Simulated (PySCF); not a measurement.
# Single-point calculation, with input and output: Si2H4ClF

System: Si2H4ClF.
Method: M06-2X/def2-SVP, RKS (PySCF 2.14.0).

The geometry comes from this level: PBE0-D4/def2-TZVP.

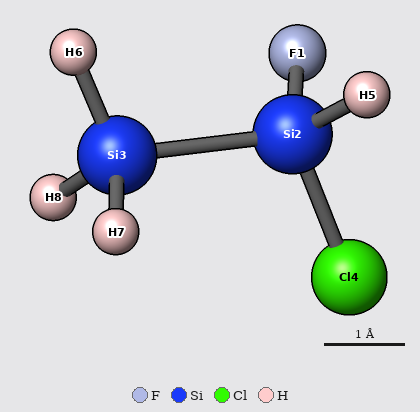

Figure 1. The input geometry (ball-and-stick view, seen at a tilt; atoms are numbered from 1 in the order of the input). Bond lengths as drawn: Cl–Si 2.05 Å, F–Si 1.60 Å, H–Si 1.48 to 1.49 Å and Si–Si 2.34 Å.

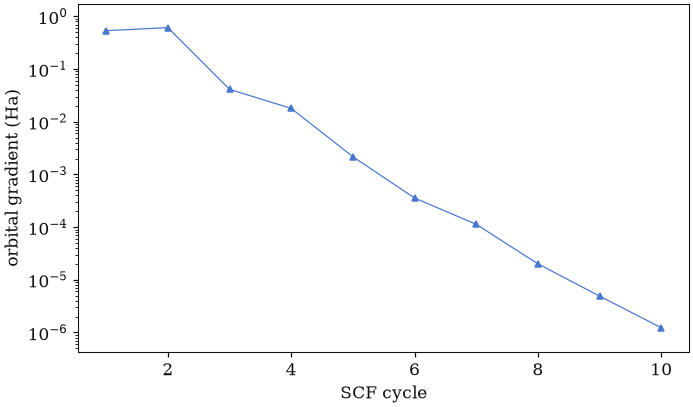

Figure 2. Convergence of the self-consistent field: orbital gradient against the SCF cycle. The residual falls almost steadily, with no more than small rises.

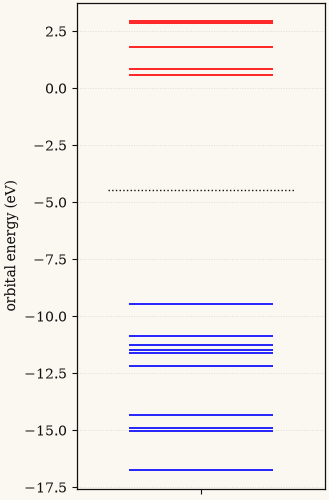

Figure 3. Orbital energies near the frontier; the dotted line parts filled from empty levels, and levels within 0.02 eV of each other stand side by side. Highest filled −9.47 eV, lowest empty 0.57 eV, 10.04 eV apart.

These pictures come from the run below.

## The input (run.py)
```python
# F[SiH]([SiH3])Cl
from pyscf import gto, dft

mol = gto.Mole()
mol.atom = 'mol.xyz'
mol.verbose = 4
mol.spin = 0
mol.max_memory = 1860
mol.basis = 'def2-svp'
mol.build()

myscf = dft.RKS(mol)
myscf.xc = 'm06-2x'
myscf.grids.level = 5
myscf.conv_tol = 1e-10
myscf.kernel()
if not myscf.converged:
    myscf = myscf.newton().run(myscf.mo_coeff, myscf.mo_occ)

etot = myscf.e_tot
print('Final energy', etot)
```

## File mol.xyz
```
8

F     -1.329000     1.796800     0.161200
Si    -0.382900     0.812800    -0.667700
Si     0.539000    -0.793000     0.761300
Cl    -1.534100    -0.130100    -2.075900
H      0.596600     1.655400    -1.392300
H      1.355700    -0.131100     1.812300
H      1.403500    -1.693800    -0.044400
H     -0.556600    -1.574100     1.389600
```

Launched with:
```bash
OMP_NUM_THREADS=1 python run.py
```

## Output
```
PySCF version 2.14.0

[INPUT] num. atoms = 8
[INPUT] num. electrons = 58
[INPUT] charge = 0
[INPUT] spin (= nelec alpha-beta = 2S) = 0
[INPUT] symmetry False subgroup None
[INPUT] Mole.unit = angstrom
[INPUT] Symbol           X                Y                Z      unit          X                Y                Z       unit  Magmom
[INPUT]  1 F     -1.329000000000   1.796800000000   0.161200000000 AA   -2.511446019547   3.395459900619   0.304623851280 Bohr   0.0
[INPUT]  2 Si    -0.382900000000   0.812800000000  -0.667700000000 AA   -0.723576133096   1.535969394046  -1.261770133372 Bohr   0.0
[INPUT]  3 Si     0.539000000000  -0.793000000000   0.761300000000 AA    1.018562381141  -1.498552816780   1.438648498631 Bohr   0.0
[INPUT]  4 Cl    -1.534100000000  -0.130100000000  -2.075900000000 AA   -2.899028847695  -0.245853368806  -3.922882461985 Bohr   0.0
[INPUT]  5 H      0.596600000000   1.655400000000  -1.392300000000 AA    1.127410605916   3.128252626605  -2.631065683232 Bohr   0.0
[INPUT]  6 H      1.355700000000  -0.131100000000   1.812300000000 AA    2.561901707073  -0.247743094930   3.424750655549 Bohr   0.0
[INPUT]  7 H      1.403500000000  -1.693800000000  -0.044400000000 AA    2.652230615827  -3.200818109788  -0.083903839931 Bohr   0.0
[INPUT]  8 H     -0.556600000000  -1.574100000000   1.389600000000 AA   -1.051821560933  -2.974617892678   2.625963422696 Bohr   0.0

nuclear repulsion = 276.204993626189
number of shells = 42
number of NR pGTOs = 160
number of NR cGTOs = 88
basis = def2-svp
ecp = {}

******** <class 'pyscf.dft.rks.RKS'> ********
method = RKS
initial guess = minao
damping factor = 0
level_shift factor = 0
DIIS = <class 'pyscf.scf.diis.CDIIS'>
diis_start_cycle = 1
diis_space = 8
diis_damp = 0
SCF conv_tol = 1e-10
SCF conv_tol_grad = None
SCF max_cycles = 50
direct_scf = True
direct_scf_tol = 1e-13
XC library pyscf.dft.libxc version 7.0.0
    S. Lehtola, C. Steigemann, M. J.T. Oliveira, and M. A.L. Marques.,  SoftwareX 7, 1–5 (2018)
XC functionals = m06-2x
    Y. Zhao and D. G. Truhlar.,  Theor. Chem. Acc. 120, 215 (2008)
    Y. Zhao and D. G. Truhlar.,  Theor. Chem. Acc. 120, 215 (2008)
radial grids:
    Treutler-Ahlrichs [JCP 102, 346 (1995); DOI:10.1063/1.469408] (M4) radial grids

becke partition: Becke, JCP 88, 2547 (1988); DOI:10.1063/1.454033
pruning grids: <function nwchem_prune>
grids dens level: 5
symmetrized grids: False
atomic radii adjust function: <function treutler_atomic_radii_adjust>
small_rho_cutoff = 0
Set gradient conv threshold to 1e-05
Initial guess from minao.
tot grids = 268192
init E= -1141.06768918266
  HOMO = -0.302281420165689  LUMO = -0.0192610219903773  gap/eV = 7.70138
cycle= 1 E= -1140.97164860152  delta_E= 0.096  |g|= 0.534  |ddm|= 2.55
  HOMO = -0.358070110253146  LUMO = -0.00989082569303879  gap/eV = 9.47444
cycle= 2 E= -1140.96723000899  delta_E= 0.00442  |g|= 0.611  |ddm|= 1.01
  HOMO = -0.350285947812168  LUMO = 0.0155163396152833  gap/eV = 9.95399
cycle= 3 E= -1141.03446666006  delta_E= -0.0672  |g|= 0.0412  |ddm|= 0.511
  HOMO = -0.346785993269217  LUMO = 0.0222228988755164  gap/eV = 10.04124
cycle= 4 E= -1141.03482086929  delta_E= -0.000354  |g|= 0.0179  |ddm|= 0.0669
  HOMO = -0.347904303515447  LUMO = 0.0211202665289187  gap/eV = 10.04167
cycle= 5 E= -1141.03491319914  delta_E= -9.23e-05  |g|= 0.00217  |ddm|= 0.0246
  HOMO = -0.348181500929726  LUMO = 0.0210091810728703  gap/eV = 10.04619
cycle= 6 E= -1141.03491472488  delta_E= -1.53e-06  |g|= 0.000357  |ddm|= 0.00386
  HOMO = -0.348159044886919  LUMO = 0.0210109484094056  gap/eV = 10.04563
cycle= 7 E= -1141.03491478756  delta_E= -6.27e-08  |g|= 0.000113  |ddm|= 0.000794
  HOMO = -0.348170569448033  LUMO = 0.0210026953592419  gap/eV = 10.04572
cycle= 8 E= -1141.03491479304  delta_E= -5.49e-09  |g|= 2.01e-05  |ddm|= 0.000265
  HOMO = -0.348171428132904  LUMO = 0.0210034233436298  gap/eV = 10.04576
cycle= 9 E= -1141.03491479328  delta_E= -2.34e-10  |g|= 4.91e-06  |ddm|= 5.85e-05
  HOMO = -0.348170232618317  LUMO = 0.0210042434883206  gap/eV = 10.04575
cycle= 10 E= -1141.03491479328  delta_E= -3.64e-12  |g|= 1.23e-06  |ddm|= 1.04e-05
  HOMO = -0.348170557021001  LUMO = 0.0210039402084723  gap/eV = 10.04575
Extra cycle  E= -1141.03491479329  delta_E= -5e-12  |g|= 6.81e-07  |ddm|= 2.69e-06
converged SCF energy = -1141.03491479329
Final energy -1141.0349147932866
```

## Key numbers

| quantity | value |
| --- | --- |
| outcome | converged |
| total energy | −1141.034915 hartree |
| basis functions | 88 |
| HOMO | −9.47 eV |
| LUMO | 0.57 eV |
| dipole moment | 1.69 D |
| hardware | 1 thread of Intel Xeon @ 2.70GHz, 189 GiB of memory available, shared host |
| wall time | 32 s |
| peak memory | 0.46 GiB |
